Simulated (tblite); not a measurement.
Molecular dynamics, with input and output: C₂H₅AlBrCl₂ (charge −1) (part 2 of 2)

C₂H₅AlBrCl₂, charge −1; GFN2-xTB Langevin dynamics, gas phase (tblite 0.8.0). 

Geometry of the input (Å):
```
Cl -0.8594  0.4858  1.7574
C  -1.0689  -0.6037  0.3931
Cl -2.8811  -0.9431  0.2416
C  -0.4308  -0.0299  -0.8030
Al 1.3578  0.5622  0.1157
Br 2.9706  0.5110  -1.5264
H  -0.6632  -1.5720  0.6852
H  -0.9901  0.8590  -1.1324
H  -0.4812  -0.7561  -1.6247
H  1.2968  2.0575  0.6215
H  1.7711  -0.5600  1.1681
```

Trajectory as extended XYZ, continued
```
11
Properties=species:S:1:pos:R:3:forces:R:3 step=4900 time_fs=7350.0 energy=-582.83220 temperature=470.0
Cl   -0.6316    1.1253   -0.2656   -0.4880   0.3550  -0.2280
C    -0.1054   -0.4358   -0.9019    0.0580   1.0370   0.2460
Cl   -0.9684   -0.7156   -2.4908   -0.2600  -0.1040   0.0170
C     1.3423   -0.4025   -1.0520    1.5850  -1.7770  -0.0350
Al    2.4060   -0.3116    0.8454   -1.4050   0.2720  -0.4890
Br    4.6000    0.2083    1.1222    0.1890   0.1470  -0.1790
H    -0.4973   -1.1303   -0.1829   -0.0770  -0.6730   0.0170
H     1.6551    0.3032   -1.8106   -0.0510   0.5570  -0.2660
H     1.6213   -1.4041   -1.5209   -0.0590   0.5340   0.4030
H     1.3935    0.7053    1.4908    0.4700   0.2150   0.4400
H     2.2452   -1.6947    1.4985    0.0390  -0.5630   0.0730
11
Properties=species:S:1:pos:R:3:forces:R:3 step=5250 time_fs=7875.0 energy=-582.56608 temperature=528.4
Cl   -0.0977    1.7288   -0.4321    0.2140  -0.5420   0.0000
C     0.5795    0.3437   -1.3114    0.7500  -1.2320   0.2430
Cl   -0.2836    0.4373   -2.9765    0.1930  -0.2840   0.2890
C     2.0716    0.4055   -1.3620    0.7890  -1.8520  -0.8500
Al    3.0875   -0.0783    0.4495   -1.8560  -0.2450  -0.0380
Br    5.0230    0.9525    0.2660    1.4250   1.0910  -0.0610
H     0.2849   -0.6632   -0.8353   -0.1610   1.5470  -0.6960
H     2.4076    1.3325   -1.7860    0.1110   0.7440  -0.3040
H     2.6068   -0.4202   -2.1356   -1.5870   1.3890   1.4290
H     1.9704    0.3648    1.5255    0.4310  -0.0980   0.0170
H     3.6467   -1.5113    0.6656   -0.3080  -0.5180  -0.0300
11
Properties=species:S:1:pos:R:3:forces:R:3 step=5600 time_fs=8400.0 energy=-582.47432 temperature=568.9
Cl   -0.7082   -0.1489   -1.8089    0.9680   0.9120  -0.3720
C     0.7056    0.9057   -2.4071   -1.3080   1.4780   1.8350
Cl    0.0327    2.1377   -3.6863   -0.0430  -0.4310   0.7330
C     1.4545    1.6235   -1.2439   -0.7050  -2.1400  -3.0090
Al    2.9632    0.7508   -0.2394    0.0630   0.3240   0.0520
Br    4.4916    2.4326    0.0707    0.2380   0.0230  -0.0970
H     1.1777    0.2891   -3.0793    1.5070  -1.4210  -0.9660
H     0.6797    1.8500   -0.6111   -1.8630   0.6750   2.1540
H     1.6921    2.5523   -1.6782    0.8370   1.4480  -0.5500
H     2.5126    0.5314    1.2394   -0.0850  -0.4130   0.1470
H     3.3576   -0.3538   -1.2476    0.3910  -0.4550   0.0740
11
Properties=species:S:1:pos:R:3:forces:R:3 step=5950 time_fs=8925.0 energy=-582.85245 temperature=482.2
Cl    0.3831    0.7445   -1.9975   -0.0570  -1.2310   0.1660
C     0.9788    2.2241   -2.5983    0.0580   1.8600   2.1800
Cl   -0.1603    2.8451   -3.7896   -0.2120   0.3050  -0.5890
C     1.1948    3.1222   -1.3241   -0.9590  -0.3680  -0.8340
Al    2.3926    1.7109   -0.4712   -0.4580  -0.5610   0.6190
Br    3.9013    2.7865    0.7810    0.8800   0.6260   0.6310
H     1.9448    2.0724   -3.0278    0.4380  -0.1850  -0.9020
H     0.3042    2.9477   -0.6548    0.2580   0.2250  -0.4200
H     1.1561    4.2130   -1.5317    0.2970  -0.5500  -0.2650
H     1.4283    1.0739    0.6560    0.0530  -0.1550  -0.1560
H     3.3320    0.6917   -1.2528   -0.2980   0.0350  -0.4300
11
Properties=species:S:1:pos:R:3:forces:R:3 step=6300 time_fs=9450.0 energy=-582.82329 temperature=360.2
Cl   -0.4885    0.3871   -1.6411    0.3910  -0.2050   0.4730
C    -0.4716    2.1891   -1.7578   -0.6980  -1.7350   0.0640
Cl   -2.2983    2.4069   -2.3096    0.4750   0.6090   0.0460
C    -0.0631    2.7348   -0.4747    1.0650   0.5520  -0.4200
Al    1.9721    1.6944   -0.4069    0.0840   0.6520  -0.1970
Br    3.7820    3.0613    0.3718   -0.8640  -0.4110  -0.3680
H     0.1265    2.2475   -2.6610   -0.0530   1.0650   0.0650
H    -0.7402    2.4136    0.3276    0.1210   0.2260  -0.1440
H    -0.0117    3.8587   -0.5296   -0.2060  -0.8210   0.1410
H     2.0776    0.5239    0.6659   -0.2610   0.0300  -0.2930
H     2.3187    1.4272   -2.0170   -0.0550   0.0380   0.6340
11
Properties=species:S:1:pos:R:3:forces:R:3 step=6650 time_fs=9975.0 energy=-582.64798 temperature=259.6
Cl   -1.1524   -0.0897   -1.5556    0.2190   1.4020  -0.0680
C    -1.2187    1.7512   -1.8112   -0.3460   0.1820  -0.6490
Cl   -2.9371    2.0785   -2.5421    0.1410  -0.2510  -0.0830
C    -1.0188    2.4577   -0.5793   -0.1260  -1.4830   2.4780
Al    0.8234    1.2926    0.1390    0.2810   2.5450  -1.5960
Br    2.1772    3.0403    1.0356   -0.5470  -0.4030  -0.0530
H    -0.5872    2.0557   -2.6561    0.0320  -0.5040   0.3100
H    -1.9316    2.2691    0.0814    0.9190  -0.0120  -0.3560
H    -0.8651    3.5257   -0.4826    0.0610   0.1950  -1.0280
H     0.9145    0.2356    1.1158   -0.3410  -1.4100   1.1900
H     1.7438    1.0709   -1.1483   -0.2950  -0.2620  -0.1450
11
Properties=species:S:1:pos:R:3:forces:R:3 step=7000 time_fs=10500.0 energy=-582.75947 temperature=420.3
Cl   -1.5261   -0.4360   -1.3401    0.2070  -0.0450  -0.0760
C    -1.3452    1.2814   -1.8789    1.2140  -1.6050  -1.1000
Cl   -2.7773    1.7026   -2.7112   -1.4860   0.4440  -0.9040
C    -1.1232    2.0562   -0.6524    1.0270   2.4160  -0.7460
Al    0.6734    1.1728   -0.1750    1.2540   0.0150  -0.1300
Br    2.2838    2.9336    0.2361   -0.8210  -0.7500  -0.0550
H    -0.5632    1.1892   -2.7556   -0.7520   0.5460   1.9260
H    -2.0255    2.0477   -0.0355    0.0490  -0.1680   0.0100
H    -1.0244    3.1755   -1.0187   -0.1250  -1.3790   0.6080
H     0.4123    0.1453    0.9896    0.0900   0.1510   0.0990
H     1.5471    0.3926   -1.4330   -0.6570   0.3760   0.3690
11
Properties=species:S:1:pos:R:3:forces:R:3 step=7350 time_fs=11025.0 energy=-582.89065 temperature=410.6
Cl   -0.6024   -0.7052   -1.8166    0.1530   0.2630  -0.2560
C    -0.6614    0.9314   -2.4325   -1.1140   1.1430   1.6100
Cl   -2.1091    1.0647   -3.6240    0.4760  -0.0140   0.5320
C    -0.6406    1.9141   -1.2238   -2.4230  -0.8720  -1.1620
Al    1.0592    1.1817   -0.4797    0.4510  -0.8730   2.1570
Br    1.7884    2.8952    0.9108    0.0880  -0.0740  -0.2580
H     0.1740    1.1380   -3.0475    0.8050  -0.1030  -0.7920
H    -1.6289    1.7086   -0.6038    1.6800   0.4120  -0.8680
H    -0.7163    2.9643   -1.5874   -0.0920  -0.4950   0.0100
H     0.6662   -0.0041    0.7159    0.1590   0.4820  -0.6110
H     2.2617    0.6738   -1.3603   -0.1830   0.1310  -0.3620
11
Properties=species:S:1:pos:R:3:forces:R:3 step=7700 time_fs=11550.0 energy=-582.84013 temperature=410.4
Cl   -1.0086   -0.0991   -2.4844   -0.1990  -0.8160  -0.5810
C    -0.3324    1.4145   -3.0000   -3.3000   0.5670   0.7330
Cl   -1.2899    1.9120   -4.5573    0.3350  -0.1750  -0.0570
C    -0.6304    2.3300   -1.9068   -0.1950   0.9210   0.7540
Al    0.1795    1.3857   -0.2010    0.7420   0.6330  -0.4980
Br    1.8774    2.9984    0.2687   -0.4470  -0.5560  -0.0130
H     0.6407    1.3781   -3.2923    2.5130  -0.4630  -0.8500
H    -1.7139    2.5348   -1.8679   -0.0090  -0.3280   0.1700
H    -0.2158    3.3233   -2.0792    0.3770   0.2840  -0.2840
H    -0.6899    1.2199    1.0498   -0.3510  -0.0140   0.2550
H     0.8285    0.0536   -0.7035    0.5340  -0.0530   0.3730
11
Properties=species:S:1:pos:R:3:forces:R:3 step=8050 time_fs=12075.0 energy=-582.98085 temperature=401.5
Cl   -1.3322    0.0048   -2.7637    0.7200   0.2920  -0.5240
C    -0.1738    1.0922   -3.5394   -1.2220   0.1680  -0.2440
Cl   -1.0750    1.8060   -5.2705   -0.1030  -0.3020   0.2840
C     0.1547    2.1696   -2.7056   -0.3010   0.1680   2.0120
Al    0.7442    1.2152   -0.8146    0.0790  -0.4910  -0.8130
Br    2.5089    2.3808    0.0020    0.2760   0.2420   0.1070
H     0.6374    0.6700   -4.0952    0.0940  -0.7520   0.0540
H    -0.7122    2.6728   -2.1786    0.4900  -0.2210  -0.7900
H     0.7921    2.8646   -3.2025    0.3840   0.7180  -0.2110
H    -0.3754    1.3523    0.2697   -0.1860  -0.1180  -0.1060
H     1.3265   -0.2445   -1.2373   -0.2290   0.2960   0.2300
11
Properties=species:S:1:pos:R:3:forces:R:3 step=8400 time_fs=12600.0 energy=-582.85824 temperature=592.9
Cl   -1.1323    1.1138   -1.8205    0.0320  -0.5170   0.1810
C    -0.1076    2.1328   -2.8602    0.2480  -1.3540   0.5050
Cl   -1.2944    2.6256   -4.1850    0.5000   0.4710   0.1630
C     0.5503    3.0929   -1.8963   -0.5390  -0.3440  -2.1690
Al    0.8200    2.0253   -0.1423    1.1260  -0.3900  -0.3890
Br    2.3644    3.1821    1.0817    0.3310   0.4300   0.1870
H     0.5907    1.4516   -3.4064   -0.4220   0.4800   0.4630
H    -0.1729    3.9031   -1.9010    0.0510   0.7230   0.6530
H     1.4166    3.4301   -2.4698    0.3760   0.5260   0.2040
H    -0.3401    2.1011    0.8158   -0.8120  -0.2760   0.3680
H     1.8575    0.6954   -0.4120   -0.8920   0.2530  -0.1660
```

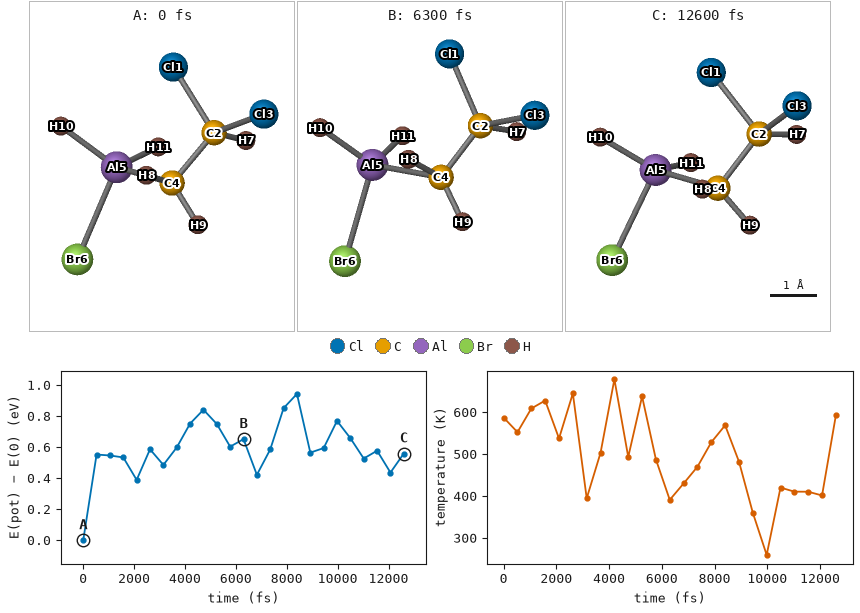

Fig. 1: Frames of the molecular dynamics (ball-and-stick, seen at a tilt) above the curves, on which the letters mark them. The trajectory kept here has 25 frames over 12600 fs. The temperature starts at 587 K, ranges from 260 to 679 K and averages 440 K over the second half. The potential energy ends 0.559 eV above its first value. After an unweighted best fit of the last frame on the first, the root-mean-square displacement is 0.27 Å, and H11 has moved furthest (0.47 Å).

Key numbers

| quantity | value |
| --- | --- |
| outcome | finished |
| mean temperature over the second half | 440 K |
| trajectory | 25 frames kept, 12600 fs |
| wall time | 1.7 min |
| peak memory | 0.29 GiB |
